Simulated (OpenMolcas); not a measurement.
Co⁴⁺ complex: multiconfigurational calculation (part 2 of 2)

The same run, continued: Co⁴⁺ with 6 ligands (H2O; octahedron, 1.89 Å), with no charges around it. Method: state-averaged CASSCF, active space 5 electrons in the shell 3d, basis ANO-RCC-VDZP on the metal and ANO-RCC-VDZP on the ligands, DKH2 scalar Hamiltonian, spin-orbit coupling by RASSI with atomic mean-field integrals (OpenMolcas).

## Log (extracts), continued
```
--- RASSI ---
SPIN-FREE ENERGIES:
  (Shifted by EMIN (a.u.) =      -1846.4249775811)

 SF State       Relative EMIN(au)   Rel lowest level(eV)    D:o, cm**(-1)

     1             0.0000000000        0.0000000000              0.0000
     2             0.0750223290        2.0414615703          16465.4980
     3             0.0750223290        2.0414615703          16465.4980
     4             0.0750223290        2.0414615703          16465.4980
    26             0.0837021922        2.2776526822          18370.5078
    27             0.0837021922        2.2776526822          18370.5078
    28             0.0837021928        2.2776526979          18370.5079
     5             0.1084431117        2.9508873980          23800.5120
     6             0.1084431117        2.9508873980          23800.5120
     7             0.1084431117        2.9508873980          23800.5120
     8             0.1378289030        3.7505155145          30249.9477
    29             0.1417708393        3.8577810673          31115.1027
    30             0.1417708393        3.8577810673          31115.1027
    31             0.1417708393        3.8577810673          31115.1027
     9             0.1438361067        3.9139798551          31568.3765
    10             0.1438361067        3.9139798551          31568.3765
    32             0.1482321389        4.0336019863          32533.1940
    33             0.1547372128        4.2106140645          33960.8927
    34             0.1547372128        4.2106140645          33960.8927
    35             0.1547372128        4.2106140645          33960.8927
    36             0.1692978360        4.6068288064          37156.5801
    37             0.1692978360        4.6068288064          37156.5801
    11             0.1694913189        4.6120937444          37199.0447
    12             0.1694913189        4.6120937444          37199.0447
    13             0.1694913189        4.6120937444          37199.0447
    15             0.1753678105        4.7720012261          38488.7856
    14             0.1753678105        4.7720012261          38488.7856
    38             0.1923761251        5.2348210438          42221.6791
    39             0.1923761251        5.2348210438          42221.6791
    40             0.1923761251        5.2348210438          42221.6791
    41             0.1994630670        5.4276665586          43777.0831
    42             0.2055424581        5.5930952164          45111.3552
    43             0.2055424581        5.5930952164          45111.3552
    44             0.2055424581        5.5930952164          45111.3552
    45             0.2088095947        5.6819985330          45828.4088
    46             0.2088095947        5.6819985330          45828.4088
    47             0.2203649503        5.9964357775          48364.5162
    48             0.2203649503        5.9964357775          48364.5162
    49             0.2203649503        5.9964357775          48364.5162
    17             0.2226945861        6.0598283974          48875.8122
Eigenvalues of complex Hamiltonian:
   -----------------------------------
  (Shifted by EMIN (a.u.) =      -1846.4249775811)

 SO State       Relative EMIN(au)   Rel lowest level(eV)    D:o, cm**(-1)

     1            -0.0002608318        0.0000000000              0.0000
     2            -0.0002608318        0.0000000000              0.0000
     3            -0.0002606115        0.0000059961              0.0484
     4            -0.0002606115        0.0000059961              0.0484
     5            -0.0002606115        0.0000059961              0.0484
     6            -0.0002606115        0.0000059961              0.0484
     7             0.0725473632        1.9812119161          15979.5518
     8             0.0725473632        1.9812119161          15979.5518
     9             0.0739456175        2.0192603555          16286.4331
    10             0.0739456176        2.0192603561          16286.4331
    11             0.0739456176        2.0192603561          16286.4331
    12             0.0739456175        2.0192603555          16286.4331
    13             0.0750431370        2.0491253805          16527.3108
    14             0.0750431370        2.0491253806          16527.3108
    15             0.0750431370        2.0491253805          16527.3108
    16             0.0750431370        2.0491253806          16527.3108
    17             0.0756202691        2.0648299448          16653.9766
    18             0.0756202691        2.0648299448          16653.9766
    19             0.0826197193        2.2552946900          18190.1784
    20             0.0826197193        2.2552946900          18190.1784
    21             0.0855097906        2.3339375364          18824.4757
    22             0.0855097906        2.3339375364          18824.4757
    23             0.0855097910        2.3339375461          18824.4758
    24             0.0855097910        2.3339375461          18824.4758
    25             0.1082269341        2.9521025012          23810.3124
    26             0.1082269341        2.9521025012          23810.3124
    27             0.1082902117        2.9538243731          23824.2003
    28             0.1082902117        2.9538243731          23824.2003
    29             0.1082902117        2.9538243731          23824.2003
    30             0.1082902117        2.9538243731          23824.2003
    31             0.1083660195        2.9558872078          23840.8381
    32             0.1083660195        2.9558872078          23840.8381
    33             0.1084553990        2.9583193495          23860.4547
    34             0.1084553990        2.9583193496          23860.4547
    35             0.1084553990        2.9583193496          23860.4547
    36             0.1084553990        2.9583193495          23860.4547
    37             0.1364956564        3.7213336218          30014.5798
    38             0.1364956564        3.7213336218          30014.5798
    39             0.1364956564        3.7213336217          30014.5798
    40             0.1364956564        3.7213336217          30014.5798
    41             0.1412110370        3.8496456666          31049.4863
Weights of the five most important spin-orbit-free states for each spin-orbit state.

 SO State  Total energy (au)           Spin-free states, spin, and weights
 -------------------------------------------------------------------------------------------------------
    1        -0.000261       1 2.5  0.9973    4 1.5  0.0008    2 1.5  0.0008    3 1.5  0.0008   18 1.5  0.0001
    2        -0.000261       1 2.5  0.9973    3 1.5  0.0008    4 1.5  0.0008    2 1.5  0.0008   18 1.5  0.0001
    3        -0.000261       1 2.5  0.9973    2 1.5  0.0009    4 1.5  0.0007    3 1.5  0.0006   18 1.5  0.0002
    4        -0.000261       1 2.5  0.9973    4 1.5  0.0009    3 1.5  0.0008    2 1.5  0.0006   17 1.5  0.0001
    5        -0.000261       1 2.5  0.9973    4 1.5  0.0012    3 1.5  0.0007    2 1.5  0.0004   16 1.5  0.0001
    6        -0.000261       1 2.5  0.9973    2 1.5  0.0011    3 1.5  0.0010    4 1.5  0.0002   18 1.5  0.0002
    7         0.072547       3 1.5  0.2648    2 1.5  0.2648    4 1.5  0.2648   26 0.5  0.0672   27 0.5  0.0672
    8         0.072547       3 1.5  0.2648    2 1.5  0.2648    4 1.5  0.2648   26 0.5  0.0672   27 0.5  0.0672
    9         0.073946       3 1.5  0.4163    2 1.5  0.2654    4 1.5  0.2588   26 0.5  0.0280   27 0.5  0.0275
   10         0.073946       4 1.5  0.3678    2 1.5  0.3620    3 1.5  0.2108   28 0.5  0.0370   27 0.5  0.0095
   11         0.073946       4 1.5  0.3683    2 1.5  0.3616    3 1.5  0.2107   28 0.5  0.0370   27 0.5  0.0095
   12         0.073946       3 1.5  0.4163    2 1.5  0.2650    4 1.5  0.2593   26 0.5  0.0280   27 0.5  0.0275
```

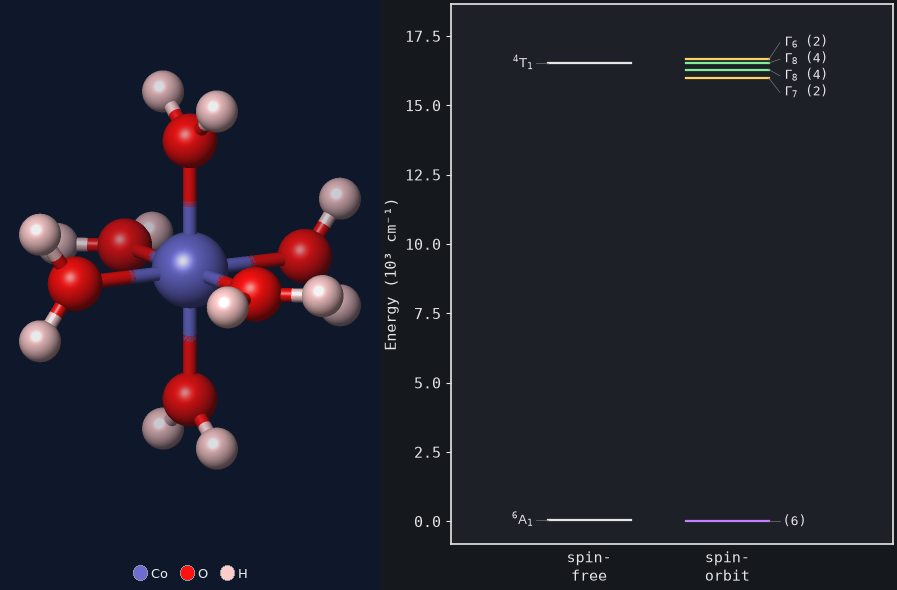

Fig. 1: Co⁴⁺ (3d⁵) with 6 ligands, H₂O, at 1.89 Å (arrangement: octahedron, Th), and its levels. Labels give the representation in O, Td, D4 or D3 as the site allows (double group for half-integer spin) where it could be assigned and, in brackets, the degeneracy; spin-free states, where drawn, share the zero of the spin-orbit levels. The ground level is 6-fold degenerate, 100 % from states of spin multiplicity 6. The next level lies at 16,000 cm⁻¹ (Γ₇). The lowest spin-free state is ⁶A₁. The active orbitals hold 75 to 94 % metal character (Löwdin), and the Mulliken charge of the metal is +1.55.

## Key numbers

- outcome: converged
- energy of the lowest spin-free term: −1846.42498 hartree
- energy of the lowest spin-orbit level: −1846.42524 hartree
- largest spread among components of a term: 0.0 cm⁻¹
- hardware: 1 thread of Intel Xeon (Granite Rapids), 192 GiB of memory available, shared host
- wall time: 60 s

## Remarks

Without dynamic correlation the splittings between terms come out too large, often by 20 to 50 %. Caveats: small active space favours high spin, ground spin may be wrong; covalent bonds, ligand orbitals missing from the active space; distances are set from ionic radii, not optimised.
